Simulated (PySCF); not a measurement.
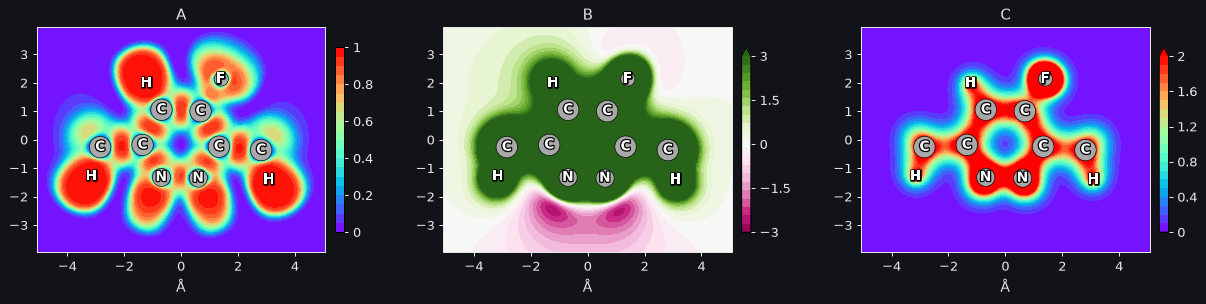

C6H7FN2 (SMILES Cc1cc(F)c(C)nn1): 3 fields on the plane of atoms C4, C6 and N8, with unlabelled colour scales. Grey discs cover the atomic cores.

Geometry: GFN2-xTB.

Level of theory: PBE0/def2-SVPD, SCF density, gas phase (PySCF).

Match the panels to the quantities (electron density, electron localisation function and electrostatic potential).

Answer. Panel A: electron localisation function. Panel B: electrostatic potential (strongly positive close to the atoms, with negative regions outside electron-rich atoms). Panel C: electron density. From the grid: N–N (1.30 Å): ρ at the midpoint is about 2.8 e/Å³; the ELF peaks at about 0.90 between the atoms; localised, covalent bonding. C–N (1.32 Å): the density is about 2.6 e/Å³ at the midpoint; the ELF peaks at about 0.90 between the atoms; a covalent bond.
